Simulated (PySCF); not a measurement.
Vertical excitations of a molecule C4H7BO from TDDFT-PBE/def2-SVPD run with PySCF, as energy in eV (oscillator strength): 5.94 (0.000), 6.11 (0.005), 6.20 (0.003), 6.36 (0.004), 6.51 (0.000), 6.72 (0.017), 6.79 (0.008), 7.14 (0.002), 7.24 (0.038), 7.31 (0.029). Lowest triplet (TDA): 5.41 eV. Coordinates come from a B3LYP-D3(BJ)/def2-SVP optimisation. Other conformers were not sampled.

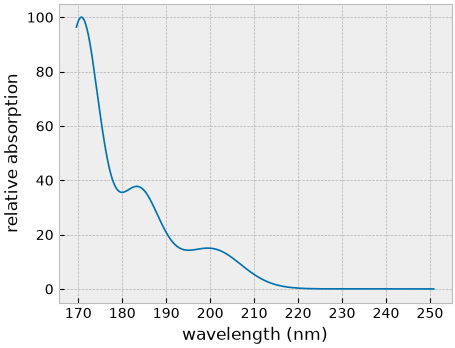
*The lines broadened by 0.4 eV.*

**Question.** Pick the molecule that these values belong to.
A. CB1OC=C1C
B. CC#CB(C)O
C. C#CCB(C)O
D. C[C@@H]1C=CB1O

**Answer.** C, C#CCB(C)O
